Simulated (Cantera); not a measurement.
Charge: 1 mol Cu2O, 0.52 mol C, 1.4 mol N2, at 0.270 bar.

Method: chemical equilibrium by Gibbs-energy minimisation in Cantera with the NASA 1993 tables (ideal gas, pure condensed phases). Candidate condensed phases: C, Cu, CuO, Cu2O; 27 gas species. Equilibrium is a limit: real reactors are often held back by kinetics, nucleation or transport.

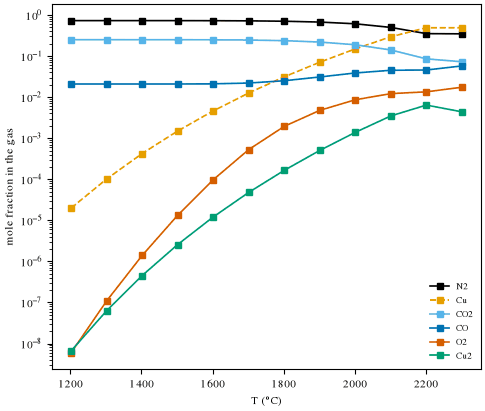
Figure: Equilibrium gas composition (values under 1e-9 drawn at 1e-9)

Question: Read off the mole fractions at 1502 °C.

Answer: N2 about 0.73, CO2 about 0.25, CO about 0.021, Cu about 0.0015, O2 about 1.3e-5, Cu2 about 2.6e-6.
